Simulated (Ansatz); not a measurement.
# Nb2O5, pressure series

Take Nb₂O₅ (space group C2/c, No. 15; a = 12.787 Å, b = 4.887 Å, c = 5.552 Å, α = γ = 90.00°, β = 104.36°) as the base.

Cell and atoms are relaxed at each pressure.

Calculations: PBEsol, PAW, 420 eV (Ansatz, a quantum-chemistry and plane-wave program; scalar-relativistic without spin-orbit coupling).

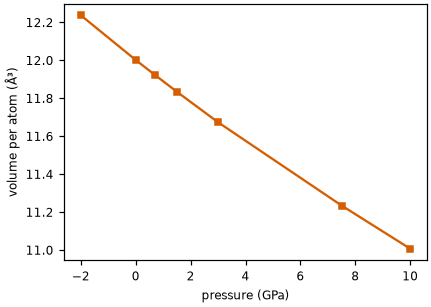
Figure: Volume per atom against pressure

```
pressure (GPa)  volume per atom
--------------  ---------------
-2                     12.24 Å³
0.7                    11.92 Å³
1.5                    11.83 Å³
3                      11.67 Å³
7.5                    11.23 Å³
10                     11.01 Å³
```

Load acts through the strain it causes; cell and atoms are relaxed under it. Stability against distortions was not tested. Competing high-pressure phases were not computed.
